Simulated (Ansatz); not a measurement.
Diamond (Fd-3m, 2 atoms a cell), computed twice by G0W0.

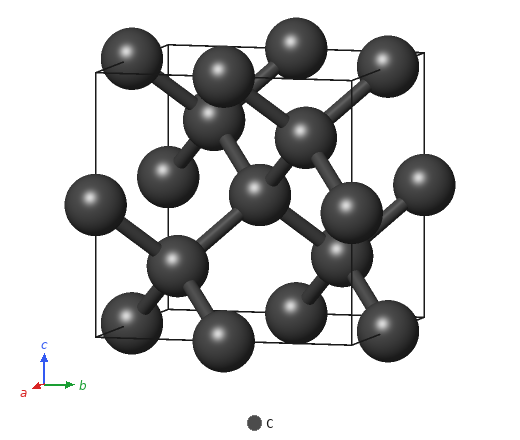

The structure (carbon dark grey). Some periodic images of atoms are drawn too.

The structure is cubic, space group Fd-3m (No. 227). The conventional cell has a = 3.567 Å, b = 3.567 Å, c = 3.567 Å, α = 90.00°, β = 90.00°, γ = 90.00°. Nearest to C lie 4 C at 1.54 Å.

```cif
data_structure
_symmetry_space_group_name_H-M 'P 1'
_symmetry_Int_Tables_number 1
_cell_length_a 2.5221
_cell_length_b 2.5221
_cell_length_c 2.5221
_cell_angle_alpha 60.000
_cell_angle_beta 60.000
_cell_angle_gamma 60.000
_cell_volume 11.34
loop_
_atom_site_label
_atom_site_type_symbol
_atom_site_fract_x
_atom_site_fract_y
_atom_site_fract_z
_atom_site_occupancy
C1 C 0.00000 0.00000 0.00000 1
C2 C 0.25000 0.25000 0.25000 1
```

The cell and positions come from the Crystallography Open Database and are kept as given unless a step says otherwise.

The first (Ansatz 0.2.0; start PBE, 10×10×10 mesh, 47 empty bands, screening to 150 eV, PAW set soft_1 files; 1 × NVIDIA H100 80GB HBM3 (shared by 6 runs) with 3 threads of AMD EPYC 7R13 (Zen 3), shared host) gave, on its mesh: starting gap 4.18 eV, G0W0 gap 5.42 eV, RPA ε∞ (mean) 5.56, 25 s.

Question: The second changes start from PBE to PBE with 5 % exact exchange. What does it give?

It gave: starting gap 4.55 eV, G0W0 gap 5.54 eV, RPA ε∞ (mean) 5.34, 58 s. The G0W0 gap moves by +0.11 eV, +0.37 eV from the start and −0.26 eV from the correction. Σc changes by −0.02 eV at the valence top and +0.06 eV at the conduction bottom, and Σx − Vxc between them by −0.34 eV.

Limits: not at the basis limit.

[Paths, hosts, dates, memory and timing lines, banners, echoed tables and standing remarks are left out of the program output.]

[Logs are printed without paths, hosts, clocks, repeated set-up lines and the standing remarks that a program may print on its own settings, such as how far it seeks lower states.]

[Runs of the session that timed out or met a known fault of the program may be left out.]

[Cells called generated may have been cut or substituted from an entry of the Crystallography Open Database or the Materials Project.]

[Hosts, paths, dates, database ids (printed as entryN), source tags and the programs' standing remarks are cut or masked in the printed files.]
